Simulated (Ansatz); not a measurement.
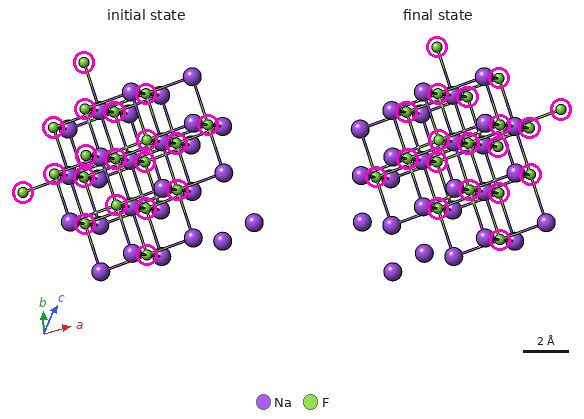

The two relaxed end points of a path for a 2-atom cell of NaF (set up in Fm-3m). A ball-and-stick model of the atoms within 5.2 Å of the middle of the path, seen from a free direction. The moving atom is ringed, with any periodic copies. Bonds to atoms that aren't drawn are left out.

Computed with Ansatz, DFT, PBE, PAW with Ansatz's default frozen-core files, scalar-relativistic.

Input
```yaml
crystal:
  lattice:
    - [0.0, 2.2858943317, 2.2858943317]
    - [2.2858943317, 0.0, 2.2858943317]
    - [2.2858943317, 2.2858943317, 0.0]
  atoms:
    - { symbol: Na, position: [0.0, 0.0, 0.0] }
    - { symbol: F, position: [0.5, 0.5, 0.5] }
kpoints:
  mp_grid: { grid: [8, 8, 8] }
scf:
  occupations: { method: fermi_dirac, width: 0.02 }
hamiltonian:
  xc: pbe
  pseudopotentials: { kind: paw }
output:
  forces: true
neb:
  images: 3
  f_tol: 0.05
  max_iterations: 40
  relax_end_points: true
  final_atoms:
    - { symbol: Na, position: [0.0, 0.0, 0.0] }
    - { symbol: F, position: [1.5, 0.5, 0.5] }
```

Run as
```bash
ansatz run input.yaml --threads 4 --pin off --max-ram 4096MiB --backend cpu --events-out ev --progress --plain --runs-dir out
```

**What barrier does the band find between them, and by what path?**

The barrier is about 1.25 eV in both directions, with image 3 at the top; the ends have the same energy. The F atom travels furthest, 3.23 Å from end to end, along +a, on a path that bends up to 0.56 Å away from the straight line. At the highest image its nearest neighbour (Na) is 1.87 Å away, against 2.29 Å at the start, and the surrounding atoms stand up to 0.40 Å off the mean of their end positions. The band is converged.

Energies of the converged images:

| image | path (Å) | E (eV) |
| --- | --- | --- |
| 0 | 0.00 | 0.000 |
| 1 | 0.63 | 0.904 |
| 2 | 1.25 | 1.035 |
| 3 | 1.88 | 1.250 |
| 4 | 2.80 | 0.000 |

The geometry at the top of the path:

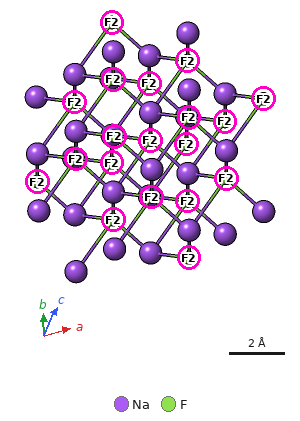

Cost: 5 min on 4 threads of Arm Neoverse N1 (shared host), peak memory 0.86 GiB.
